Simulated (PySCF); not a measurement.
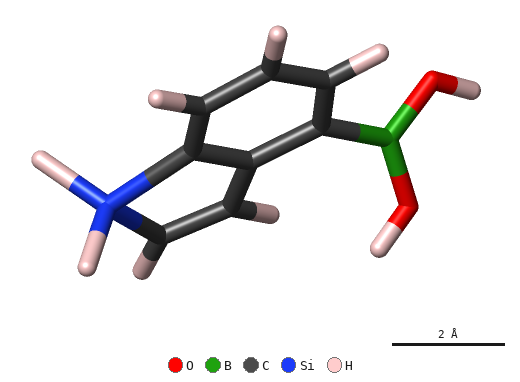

C₈H₉BO₂Si, before the relaxation. A stick model, seen from a free direction.

The start comes from GFN2-xTB. Its atoms were then displaced at random by about 0.01 Å.

Computed with PySCF, PBE0-D3(BJ)/def2-SVP geometry optimisation, gas phase.

```xyz
21

O     3.2792   -0.0686   -1.3817
B     2.3243   -0.5943   -0.5769
O     2.5337   -1.8602   -0.1301
C     1.1161    0.2912   -0.1511
C     1.2847    1.6138    0.2159
C     0.2494    2.4228    0.6754
C    -1.0252    1.9029    0.7685
C    -1.2685    0.6094    0.3806
C    -0.2268   -0.1947   -0.0590
C    -0.6394   -1.5404   -0.4814
C    -1.9400   -1.8503   -0.3423
Si   -2.8822   -0.3877    0.3634
H     3.9701   -0.6129   -1.5825
H     1.8803   -2.2141    0.4798
H     2.2831    2.0124    0.1606
H     0.4482    3.4556    0.9723
H    -1.8400    2.5376    1.1289
H     0.0881   -2.2047   -0.9089
H    -2.3235   -2.8173   -0.6394
H    -3.9246    0.1537   -0.5509
H    -3.4582   -0.6319    1.6819
```

> Where does the relaxation end?

The energy falls by 6.28 kcal/mol in 8 geometry steps. The largest moves after the best rigid fit, 0.24 Å, are those of H13 and H14. Largest moves by element: H 0.24 Å, O 0.20 Å, C 0.05 Å, Si 0.04 Å, B 0.02 Å. Some distances before and after: O1–H13 0.902 → 0.964 Å, Si12–H21 1.459 → 1.496 Å, C8–C9 1.387 → 1.417 Å, C4–C5 1.383 → 1.407 Å. Among the angles between lasting bonds that change: B2–O1–H13 116.0° → 111.4°, B2–O3–H14 116.5° → 112.9°, B2–C4–C5 121.5° → 118.1°.

The structure at the end:

```xyz
21

O     3.3566    0.0305   -1.2204
B     2.3307   -0.5809   -0.5745
O     2.4658   -1.9094   -0.2775
C     1.0848    0.2857   -0.1635
C     1.3009    1.6303    0.1887
C     0.2709    2.4456    0.6466
C    -1.0255    1.9335    0.7610
C    -1.2857    0.6179    0.3954
C    -0.2324   -0.2044   -0.0764
C    -0.6630   -1.5623   -0.4793
C    -1.9620   -1.8952   -0.3207
Si   -2.8578   -0.4111    0.3843
H     4.0879   -0.5783   -1.3734
H     1.7542   -2.2431    0.2763
H     2.3119    2.0362    0.1008
H     0.4751    3.4842    0.9181
H    -1.8296    2.5767    1.1303
H     0.0670   -2.2481   -0.9239
H    -2.3417   -2.8769   -0.6110
H    -3.9376    0.1222   -0.5018
H    -3.4414   -0.6307    1.7439
```

After the run, drawn alike:

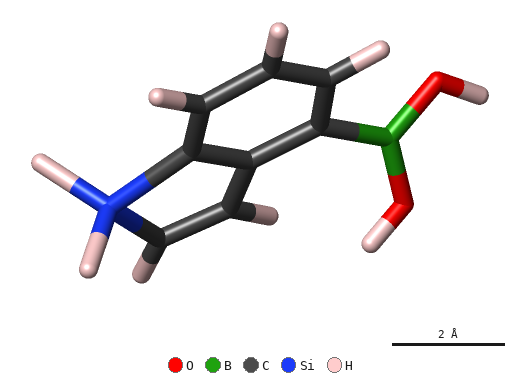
